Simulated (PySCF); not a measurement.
# Gd(OH)3: other functionals and bases at one geometry

How far do other levels of theory move the description of Gd(OH)3, and what does each cost? The species was built from a template and needn't be a known compound.

The runs use PySCF 2.14.0; several levels, as the steps say, no spin–orbit coupling.

1 further run of the same task is left out (for a known fault of the program).

## 1. Starting geometry

7 atoms, charge 0, spin multiplicity 1.

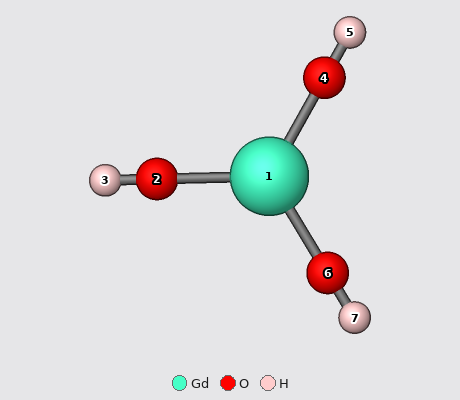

The structure; gadolinium teal, oxygen red, hydrogen pink; atoms are numbered from 1 in the order of the file.

As a file:

```
Gd    0.00000    0.00000    0.05203
O     2.06980    0.00000    0.12889
H     3.02354    0.00000    0.19194
O    -1.03490    1.79250    0.12889
H    -1.51177    2.61846    0.19194
O    -1.03490   -1.79250    0.12889
H    -1.51177   -2.61846    0.19194
```

Formal oxidation states: Gd +3. Each metal's 7 4f electrons lie in its core potential, so multiplicities, spins and levels count the valence alone. An earlier session relaxed this geometry at PBE0, Gd lcecp-1-SVP with ECP53, O def2-SVP, H def2-SVP (singlet, point group C3v).

At PBE0 on the finer grid: E = -263.136640 Eh, HOMO -7.59 eV, LUMO -1.30 eV, Mulliken charge on Gd1 +1.10 e, largest force component 0.005 eV/Å. 

Levels to run: TPSS; PBE; PBE0, TZVP. Hardware: 2 threads of Arm Neoverse V2, shared host.

## 2. TPSS

Contents of run.py (the lines that set the calculation):

```python
mol = gto.M(atom='''
Gd     0.00000     0.00000     0.05203
O      2.06980     0.00000     0.12889
H      3.02354     0.00000     0.19194
O     -1.03490     1.79250     0.12889
H     -1.51177     2.61846     0.19194
O     -1.03490    -1.79250     0.12889
H     -1.51177    -2.61846     0.19194''',
    basis={'Gd': 'lcecp-1-SVP', 'O': 'def2-SVP', 'H': 'def2-SVP'},
    ecp={'Gd': 'lcecp-1-SVP'},
    charge=0, spin=0)
mf = dft.RKS(mol, xc='TPSS')
mf.grids.atom_grid = (75, 302)  # f atoms: unpruned, at least (60, 302)
mf = mf.density_fit()  # fitting sets: Gd AutoAux, O def2-universal-JKFIT, H def2-universal-JKFIT
mf.conv_tol = 1e-08; mf.max_cycle = 55
mf.kernel(dm0)  # dm0: the density of the relaxed state
```

Started as:

```sh
$ OMP_NUM_THREADS=2 python run.py
```

Standard output:

```text
init E= -263.407712688008
  HOMO = -0.215748152085676  LUMO = -0.0663871507742115  gap/eV = 4.06432
cycle= 1 E= -263.40896440933  delta_E= -0.00125  |g|= 0.0514  |ddm|= 0.162
  HOMO = -0.227473856840155  LUMO = -0.0608826636187807  gap/eV = 4.53318
cycle= 2 E= -263.406394496306  delta_E= 0.00257  |g|= 0.122  |ddm|= 0.141
  HOMO = -0.219514279427308  LUMO = -0.0631572909438347  gap/eV = 4.25469
cycle= 3 E= -263.409651178701  delta_E= -0.00326  |g|= 0.00851  |ddm|= 0.084
  HOMO = -0.220175506707426  LUMO = -0.0642417145588503  gap/eV = 4.24317
cycle= 4 E= -263.409674086378  delta_E= -2.29e-05  |g|= 0.0015  |ddm|= 0.0134
  HOMO = -0.219995068402662  LUMO = -0.0641938824665402  gap/eV = 4.23957
cycle= 5 E= -263.409674545666  delta_E= -4.59e-07  |g|= 8.01e-05  |ddm|= 0.0012
  HOMO = -0.219980803980488  LUMO = -0.0641832120931269  gap/eV = 4.23947
cycle= 6 E= -263.409674547064  delta_E= -1.4e-09  |g|= 1.28e-05  |ddm|= 0.000106
  HOMO = -0.219983845580962  LUMO = -0.0641840025881208  gap/eV = 4.23953
Extra cycle  E= -263.409674546981  delta_E= 8.32e-11  |g|= 2.43e-05  |ddm|= 2.68e-05
converged SCF energy = -263.409674546981
```

It took 5.8 s on 2 threads of Arm Neoverse V2, shared host.

It gives: E = -263.409675 Eh, HOMO -5.99 eV, LUMO -1.75 eV, Mulliken charge on Gd1 +0.98 e, largest force component 0.532 eV/Å. 

## 3. PBE

Edit run.py (the lines that set the calculation) of step 2 so:

```diff
@@ -11,3 +11,3 @@
     charge=0, spin=0)
-mf = dft.RKS(mol, xc='TPSS')
+mf = dft.RKS(mol, xc='PBE')
 mf.grids.atom_grid = (75, 302)  # f atoms: unpruned, at least (60, 302)
```

Started as:

```sh
$ OMP_NUM_THREADS=2 python run.py
```

Standard output:

```text
init E= -263.156583115281
  HOMO = -0.208197303471267  LUMO = -0.0773115021927744  gap/eV = 3.56158
cycle= 1 E= -263.157200572123  delta_E= -0.000617  |g|= 0.116  |ddm|= 0.276
  HOMO = -0.235788208631089  LUMO = -0.067980832048729  gap/eV = 4.56627
cycle= 2 E= -263.142119402052  delta_E= 0.0151  |g|= 0.293  |ddm|= 0.309
  HOMO = -0.216799530474511  LUMO = -0.0721298855337231  gap/eV = 3.93666
cycle= 3 E= -263.160489024493  delta_E= -0.0184  |g|= 0.0172  |ddm|= 0.195
  HOMO = -0.217649151182737  LUMO = -0.0742094509785431  gap/eV = 3.90319
cycle= 4 E= -263.160588454294  delta_E= -9.94e-05  |g|= 0.00322  |ddm|= 0.0263
  HOMO = -0.217286195243708  LUMO = -0.0741195232110563  gap/eV = 3.89576
cycle= 5 E= -263.160590567798  delta_E= -2.11e-06  |g|= 0.00016  |ddm|= 0.00254
  HOMO = -0.217260957100076  LUMO = -0.0740961292832374  gap/eV = 3.89571
cycle= 6 E= -263.160590574197  delta_E= -6.4e-09  |g|= 3.02e-05  |ddm|= 0.000244
  HOMO = -0.217267874778451  LUMO = -0.0740948919497271  gap/eV = 3.89594
Extra cycle  E= -263.160590573319  delta_E= 8.78e-10  |g|= 7.21e-05  |ddm|= 7.09e-05
converged SCF energy = -263.160590573319
```

Wall time 3.9 s (2 threads of Arm Neoverse V2, shared host).

Result: E = -263.160591 Eh, HOMO -5.91 eV, LUMO -2.02 eV, Mulliken charge on Gd1 +0.87 e, largest force component 0.584 eV/Å. 

## 4. PBE0, TZVP

Basis: Gd lcecp-1-TZVP with ECP53, O def2-TZVP, H def2-TZVP. 

Contents of run.py (the lines that set the calculation):

```python
mol = gto.M(atom='''
Gd     0.00000     0.00000     0.05203
O      2.06980     0.00000     0.12889
H      3.02354     0.00000     0.19194
O     -1.03490     1.79250     0.12889
H     -1.51177     2.61846     0.19194
O     -1.03490    -1.79250     0.12889
H     -1.51177    -2.61846     0.19194''',
    basis={'Gd': 'lcecp-1-TZVP', 'O': 'def2-TZVP', 'H': 'def2-TZVP'},
    ecp={'Gd': 'lcecp-1-TZVP'},
    charge=0, spin=0)
mf = dft.RKS(mol, xc='PBE0')
mf.grids.atom_grid = (75, 302)  # f atoms: unpruned, at least (60, 302)
mf = mf.density_fit()  # fitting sets: Gd AutoAux, O def2-universal-JKFIT, H def2-universal-JKFIT
mf.conv_tol = 1e-08; mf.max_cycle = 55
mf.kernel(dm0)  # dm0: free metal ions and neutral atoms
```

Started as:

```sh
$ OMP_NUM_THREADS=2 python run.py
```

Standard output:

```text
init E= -267.55245650903
  HOMO = -0.329776925656826  LUMO = -0.103143176133688  gap/eV = 6.16702
cycle= 1 E= -263.373518242372  delta_E= 4.18  |g|= 0.547  |ddm|=  2.1
  HOMO = -0.241258754813924  LUMO = -0.0316380829767908  gap/eV = 5.70407
cycle= 2 E= -263.381383982136  delta_E= -0.00787  |g|= 0.425  |ddm|= 0.641
  HOMO = -0.3074050931061  LUMO = -0.0512461486333322  gap/eV = 6.97044
cycle= 3 E= -263.405679344806  delta_E= -0.0243  |g|= 0.232  |ddm|= 0.341
  HOMO = -0.28677545219431  LUMO = -0.053191887849998  gap/eV = 6.35613
cycle= 4 E= -263.414034099924  delta_E= -0.00835  |g|= 0.0492  |ddm|= 0.117
  HOMO = -0.288610056087785  LUMO = -0.0495373986212968  gap/eV = 6.50550
cycle= 5 E= -263.414561281752  delta_E= -0.000527  |g|= 0.00272  |ddm|= 0.0379
  HOMO = -0.288787664772389  LUMO = -0.0499306597590845  gap/eV = 6.49963
cycle= 6 E= -263.414563388616  delta_E= -2.11e-06  |g|= 0.000174  |ddm|= 0.00516
  HOMO = -0.28877260207033  LUMO = -0.0499017591750963  gap/eV = 6.50001
cycle= 7 E= -263.414563399862  delta_E= -1.12e-08  |g|= 4.58e-05  |ddm|= 0.000339
  HOMO = -0.28877616448662  LUMO = -0.0499017762246403  gap/eV = 6.50010
cycle= 8 E= -263.414563400346  delta_E= -4.85e-10  |g|= 1.47e-05  |ddm|= 4.5e-05
  HOMO = -0.288778093650619  LUMO = -0.0499025310005585  gap/eV = 6.50014
Extra cycle  E= -263.414563400365  delta_E= -1.88e-11  |g|= 1.4e-05  |ddm|= 2.15e-05
converged SCF energy = -263.414563400365
```

Run time: 10 s. Hardware: 2 threads of Arm Neoverse V2, shared host.

It gives: E = -263.414563 Eh, HOMO -7.86 eV, LUMO -1.36 eV, Mulliken charge on Gd1 +1.64 e, largest force component 0.272 eV/Å. 

## 5. Results

| level | state | HOMO (eV) | gap (eV) | charge on Gd1 (e) | dipole (D) | largest force (eV/Å) | basis functions | time |
| --- | --- | --- | --- | --- | --- | --- | --- | --- |
| PBE0 (relaxed here) | singlet | -7.59 | 6.30 | 1.10 | 0.27 | 0.01 | 90 | 10 s |
| TPSS | singlet | -5.99 | 4.24 | 0.98 | 0.26 | 0.53 | 90 | 5.8 s |
| PBE | singlet | -5.91 | 3.90 | 0.87 | 0.24 | 0.58 | 90 | 3.9 s |
| PBE0, TZVP | singlet | -7.86 | 6.50 | 1.64 | 0.31 | 0.27 | 158 | 10 s |

Times are on 2 threads of Arm Neoverse V2, shared host; the first row also made further properties.

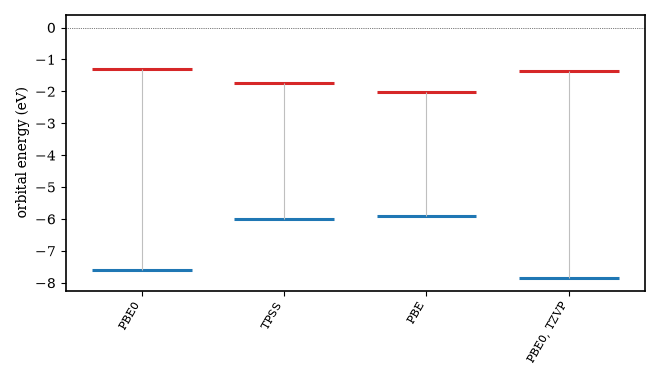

Highest filled and lowest empty level, method by method.

In one basis the HOMO–LUMO gap runs from 3.90 eV (PBE) to 6.30 eV (PBE0). The largest leftover force, 0.58 eV/Å with PBE, stands at a geometry relaxed at another level. The Mulliken charge on Gd spans +0.87 to +1.64 e over the levels. With 4f in the core, its levels are missing from HOMO and gap. Total energies of different levels can't be compared. Spin–orbit coupling is left out throughout.
